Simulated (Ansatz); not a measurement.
# C2H5AlO: rigid scan of one bond length in Python

Wanted for C2H5AlO: a rigid scan of one bond length.

Program: the Python package of Ansatz 0.2.0. Level of theory: MP2/6-31G*. These are calculated values, not measurements.

### 1 The structure

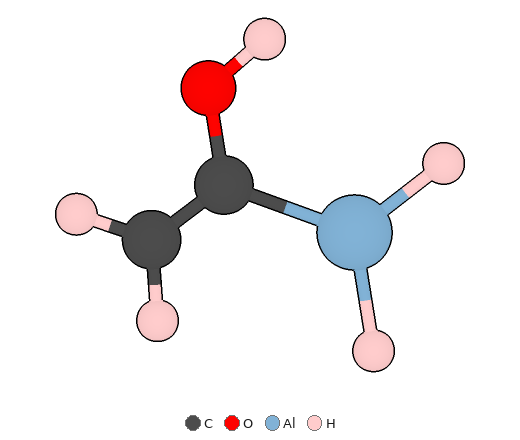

The starting structure, viewed from a chosen angle; carbon dark grey, oxygen red, aluminium light blue, hydrogen pink.

The script holds or builds the structure itself.

### 2 The script

scan.py

```python
"""Potential curve of C2H5AlO along one bond."""

import ansatz
import numpy as np

geometry_ang = [
    ("C", (-0.2884, 1.2696, -0.6676)),
    ("C", (0.2575, 0.1761, -0.3365)),
    ("O", (1.4119, -0.1923, -0.9801)),
    ("Al", (-0.4469, -0.9699, 1.0614)),
    ("H", (0.0949, 1.9398, -1.4633)),
    ("H", (-1.2583, 1.6431, -0.2055)),
    ("H", (1.9466, -1.0522, -0.7182)),
    ("H", (0.246, -2.3257, 1.4627)),
    ("H", (-1.8748, -0.5348, 1.83)),
]
c2h5alo = ansatz.Crystal.molecule()
for symbol, xyz in geometry_ang:
    c2h5alo = c2h5alo.atom(symbol, xyz)

symbols = [site.symbol for site in c2h5alo.cartesian_sites]
start = np.array([site.position_ang for site in c2h5alo.cartesian_sites])
axis = (start[6] - start[2]) / np.linalg.norm(start[6] - start[2])
moving = [6]
lengths, energies = [0.92, 0.962, 1.004, 1.046, 1.088, 1.13, 1.171, 1.234], []
for length in lengths:
    xyz = start.copy()
    xyz[moving] += (length - np.linalg.norm(start[6] - start[2])) * axis
    point = ansatz.Crystal.molecule()
    for symbol, place in zip(symbols, xyz):
        point = point.atom(symbol, place.tolist())
    calculation = (
        point.calculation()
        .basis(gaussian="6-31G*")  # the orbital basis, by name
        .correlation("MP2")  # correlation on top of the mean field
        .accuracy("medium")  # preset for grids and thresholds
    )
    summary = calculation.run(threads=1, backend="cpu").report
    energies.append(summary["free_energy_ev"])
    print(f"r = {length:6.3f} A  E = {energies[-1]:.5f} eV  <S^2> = {abs(summary['mean_field']['state']['spin_squared']):.3f}")

# quartic fit about the minimum
fit = np.polynomial.Polynomial.fit(lengths, np.array(energies) - min(energies), 4).convert()
roots = [r.real for r in fit.deriv().roots() if abs(r.imag) < 1e-9 and fit.deriv(2)(r.real) > 0]
r_e = min(roots, key=lambda r: abs(r - lengths[int(np.argmin(energies))]))
print(f"minimum of the fit at {r_e:.4f} A, force constant {fit.deriv(2)(r_e):.2f} eV/A^2")
```

### 3 The calls as engine input

The package turns the script's settings into the engine's input (first run):

```yaml
crystal:
  periodic: [false, false, false]
  atoms:
    - { symbol: C, position_ang: [-0.2884, 1.2696, -0.6676] }
    - { symbol: C, position_ang: [0.2575, 0.1761, -0.3365] }
    - { symbol: O, position_ang: [1.4119, -0.1923, -0.9801] }
    - { symbol: Al, position_ang: [-0.4469, -0.9699, 1.0614] }
    - { symbol: H, position_ang: [0.0949, 1.9398, -1.4633] }
    - { symbol: H, position_ang: [-1.2583, 1.6431, -0.2055] }
    - { symbol: H, position_ang: [1.8822319630218431, -0.9486838694641535, -0.7497279388153717] }
    - { symbol: H, position_ang: [0.246, -2.3257, 1.4627] }
    - { symbol: H, position_ang: [-1.8748, -0.5348, 1.83] }
accuracy: medium
basis:
  gaussian:
    orbitals: "6-31G*"
correlation:
  method: mp2
```

### 4 Running it

On the command line:

```sh
$ python scan.py
```

The program printed:

```text
r =  0.920 A  E = -10770.77355 eV  <S^2> = 0.000
r =  0.962 A  E = -10770.83518 eV  <S^2> = 0.000
r =  1.004 A  E = -10770.80289 eV  <S^2> = 0.000
r =  1.046 A  E = -10770.70125 eV  <S^2> = 0.000
r =  1.088 A  E = -10770.54920 eV  <S^2> = 0.000
r =  1.130 A  E = -10770.36136 eV  <S^2> = 0.000
r =  1.171 A  E = -10770.15435 eV  <S^2> = 0.000
r =  1.234 A  E = -10769.80918 eV  <S^2> = 0.000
minimum of the fit at 0.9669 A, force constant 50.84 eV/A^2
```

It took 5.1 s on 1 thread of Arm Neoverse V2, shared host; peak memory 0.19 GiB.

### 5 Inputs of later runs

The engine's inputs for some of the other runs:

Run 5, against run 1:

```diff
@@ -10 +10 @@
-    - { symbol: H, position_ang: [1.8822319630218431, -0.9486838694641535, -0.7497279388153717] }
+    - { symbol: H, position_ang: [1.9681186693127886, -1.0868061412793468, -0.707659997207744] }
```

Run 6, against run 1:

```diff
@@ -10 +10 @@
-    - { symbol: H, position_ang: [1.8822319630218431, -0.9486838694641535, -0.7497279388153717] }
+    - { symbol: H, position_ang: [1.9895903458855246, -1.121336709233145, -0.697143011805837] }
```

Run 7, against run 1:

```diff
@@ -10 +10 @@
-    - { symbol: H, position_ang: [1.8822319630218431, -0.9486838694641535, -0.7497279388153717] }
+    - { symbol: H, position_ang: [2.0105507920636723, -1.155045120807091, -0.6868764308182612] }
```

### 6 The engine's runs

One row for each of the 8 runs:

```csv
run,distance (Å),energy from run 2 (eV),iterations in all,CPU time (s)
1,0.92,0.0616,11,0.57
2,0.96,0.0000,11,0.59
3,1.00,0.0323,11,0.58
4,1.05,0.1339,11,0.58
5,1.09,0.2860,11,0.58
6,1.13,0.4738,11,0.58
7,1.17,0.6808,11,0.6
8,1.23,1.0260,12,0.6
```

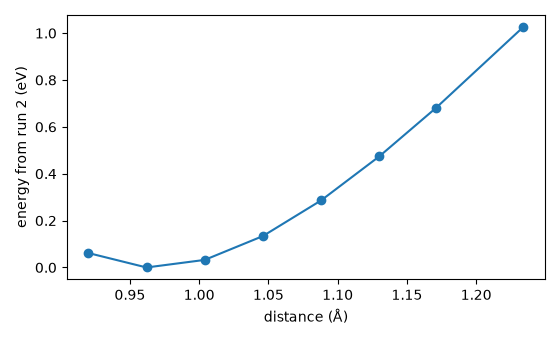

Energy against distance; lines join the points.

### 7 Outcome

| quantity | value |
| --- | --- |
| bond length at the fit's minimum | 0.9669 Å |
| runs compared | 8 |
| range of energy | 1.026 eV |
| lowest point, distance (Å) | 0.96 |

In words: The lowest point, at 0.96, lies inside the range. The ends stand 0.0616 and 1.03 eV above it. The distance scanned is the script's pair 2, 6. The rest of the molecule is held rigid at a force-field or estimated start geometry, and the basis set is modest; single-reference methods fail as a bond breaks. The orbitals are restricted, so S² is zero by construction. S² is that of the Hartree-Fock reference.
